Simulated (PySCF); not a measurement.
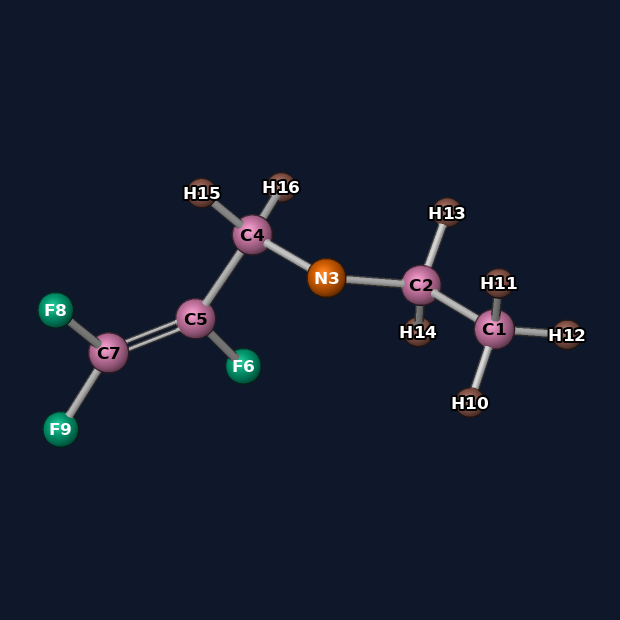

The questions are on Mulliken spin populations. State: neutral, doublet. The computed structure is the end point of a GFN2-xTB optimisation. No frequency run is at hand to confirm it as a minimum. Properties computed with UKS B3LYP, pcH-1 on C F H N, non-relativistic (PySCF 2.14.0).

List the Mulliken spin populations.

| atom | value (e) |
| --- | --- |
| C1 | 0.00 |
| C2 | −0.07 |
| N3 | 0.89 |
| C4 | −0.05 |
| C5 | 0.03 |
| F6 | 0.00 |
| C7 | 0.04 |
| F8 | 0.00 |
| F9 | 0.00 |
| H10 | 0.00 |
| H11 | 0.00 |
| H12 | 0.00 |
| H13 | 0.06 |
| H14 | 0.08 |
| H15 | 0.02 |
| H16 | 0.00 |

Mulliken values depend strongly on the basis set.
